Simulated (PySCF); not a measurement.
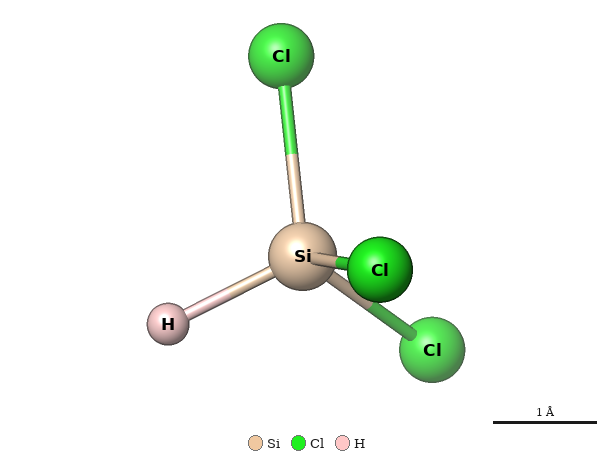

Distant atoms are faded towards the background colour. The computed structure is the end point of a PBE0-D4/def2-TZVP optimisation. No frequency run is at hand to confirm it as a minimum. Masses are those of the most abundant isotopes; constants are for the rigid equilibrium geometry.

### Classify the rotor and give the rotational constants (MHz).

An oblate symmetric top (C3v): A = B = 2450, C = 1315 MHz.
